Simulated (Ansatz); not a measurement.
```sh
ansatz run in.yaml --threads 4 --pin off --events-out ev --progress --plain --max-ram 10444MiB
```

```yaml
crystal:
  periodic: [false, false, false]
  atoms:
    - {symbol: F, position_ang: [0.559010, 0.195568, 1.168669]}
    - {symbol: B, position_ang: [0.013881, -0.015076, -0.005049]}
    - {symbol: F, position_ang: [-0.251184, -1.238619, -0.394717]}
    - {symbol: F, position_ang: [-0.266206, 0.997826, -0.789103]}
basis:
  gaussian: {orbitals: def2-TZVPP}
hamiltonian: {xc: {name: r2SCANh}, dispersion: d4}
output: {orbitals: {seedname: orbitals}}
```

What structure does this define?

Formula BF3. As SMILES it reads `FB(F)F`. The point group is D3h. All atoms lie on one plane. Coordination: 1 B trigonal planar.

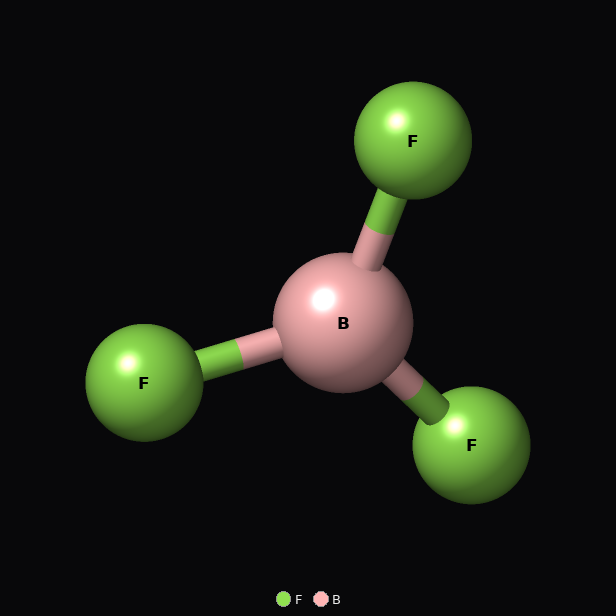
